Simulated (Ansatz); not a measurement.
The starting structures come from a database of crystals and need not be the phases stable at ambient conditions.

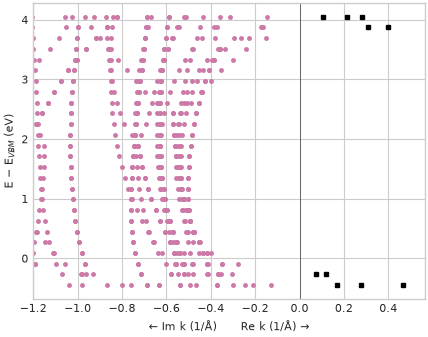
Complex bands at the centre of the two-dimensional zone; r2SCAN run with Ansatz (an electronic-structure program)

The gap is the functional's own. No spin-orbit coupling. Mid-gap values are interpolated on the energy grid.

### Question
This is SeO₂ (P4_2/mbc, not sure to be the ambient phase, 24 atoms a cell, 15.1 Å³ an atom, -3 GPa at this level) along the normal of (110). Read off the slowest decay at the centre of the two-dimensional zone at 1.89 eV, the computed energy nearest the middle of the gap.

### Answer
κ ≈ 0.49 1/Å, a decay length 1/(2κ) of the density of 1.0 Å.
